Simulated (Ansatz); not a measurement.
**CsTl2H3: density, localisation and related maps**

The calculation's input:

```
crystal:
  lattice:
    - [-3.896109012, 5.4159254812, 11.2721213972]
    - [1.9869786729, -2.7332618152, 5.6618589999]
    - [1.9585666089, 2.7407381678, -5.6483793586]
  atoms:
    - { symbol: Cs, position: [0.0075730628, 0.0296310775, 0.0325759203] }
    - { symbol: Tl, position: [0.3360740034, 0.658479576, 0.0159492814] }
    - { symbol: Tl, position: [0.1614742242, 0.3524011217, 0.0192308096] }
    - { symbol: H, position: [0.253710679, -0.0011744755, 0.5386624252] }
    - { symbol: H, position: [0.1037512641, 0.6866801968, 0.467957956] }
    - { symbol: H, position: [0.397789175, 0.2776010747, 0.5011712961] }
    - { symbol: Cs, position: [0.5188211293, 0.0241363935, 0.036908708] }
    - { symbol: Tl, position: [0.8174896449, 0.6430107073, -0.0080852843] }
    - { symbol: Tl, position: [0.6729542809, 0.315975393, -0.0337352529] }
    - { symbol: H, position: [0.7531278943, -0.0028842312, 0.5022804031] }
    - { symbol: H, position: [0.5925710415, 0.6922087426, 0.4696998946] }
    - { symbol: H, position: [0.9077426373, 0.3309651451, 0.5440848364] }
kpoints:
  mp_grid: { grid: [6, 6, 6] }
hamiltonian:
  xc: pbesol
scf:
  occupations: { method: fermi_dirac, width: 0.05 }
relax:
  f_tol: 0.01
  cell: {}
  max_steps: 120
output:
  write_density: true
  write_potential: true
  elf: true
  volumetric_format: npy
```

Below, planes, directions and counts refer to the conventional cell (a = 13.79 Å, b = 4.07 Å, c = 11.21 Å, α = 90.00°, β = 120.23°, γ = 90.00°).

The fields are those of the relaxed geometry.

Space group C2/c; a structure from a database of computed crystals, not necessarily the ambient phase; started from the NaPr2Se3-71 prototype, which need not be the ambient phase; changed on purpose from its base cell (shaken).

The calculation used DFT, PBEsol, plane waves, PAW in Ansatz 0.2.0.

Core electrons are frozen (PAW), and the valence fields are smoothed inside the atomic spheres.

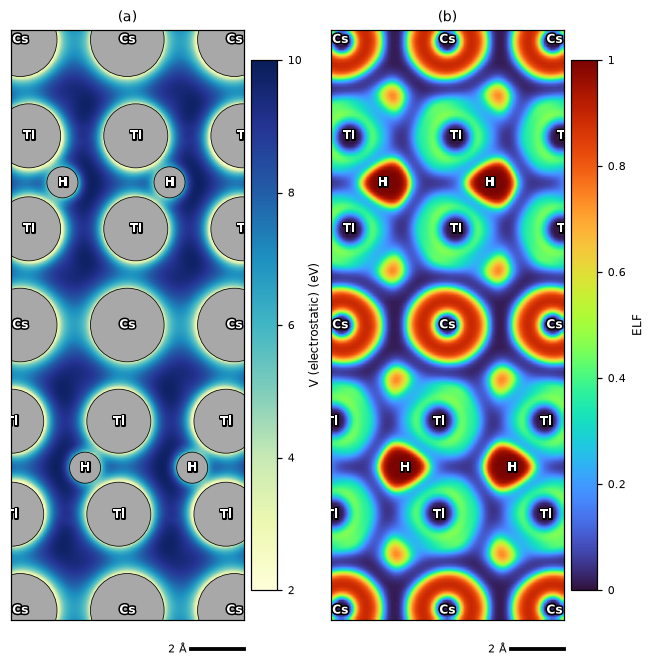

Figure 1. (a) electrostatic potential (local pseudopotential plus Hartree) felt by an electron; (b) electron localisation function on the (101) plane of the conventional cell. Grey discs cover the atomic cores in the potential map.

### Describe what can be read from this map.

- Atoms in the plane: Cs, Tl and H.
- Tl–H (2.19 Å): the ELF climbs to about 1 towards the hydrogen.
- The features right at Cs lie inside the PAW spheres, where the map follows smoothed inner orbitals and isn't to be read closely.
- Outside the cores the potential energy rises away from the atoms and is highest about 1.1 Å from the nearest atoms; its zero is arbitrary.

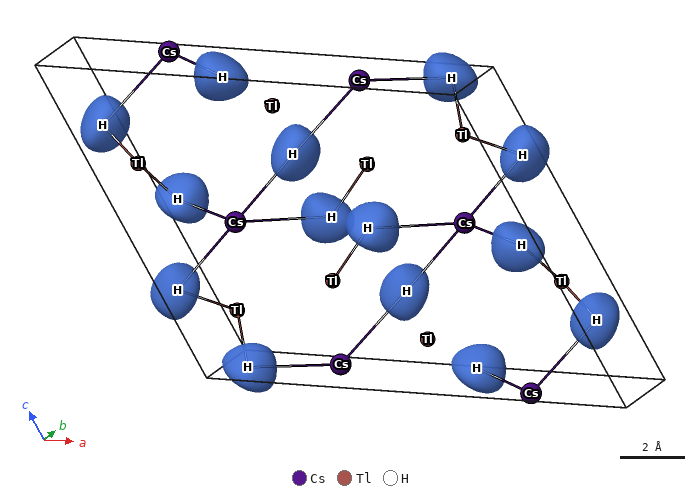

Figure 2. Isosurface of the electron localisation function at 0.8 (blue), seen at an oblique angle. Only the valence region is drawn (cores and ρ < 0.01 e/Å³ removed). Sticks mark near contacts.

### Where are the electrons localised?

The surface consists of twelve regions around hydrogen nuclei, counted in one cell of 24 atoms. Regions shared between cells count once. Profiles from the grid: Tl–H (2.07 Å): the ELF climbs to about 1 towards the hydrogen. Cs–H (3.09 Å): the ELF climbs to about 1 towards the hydrogen.
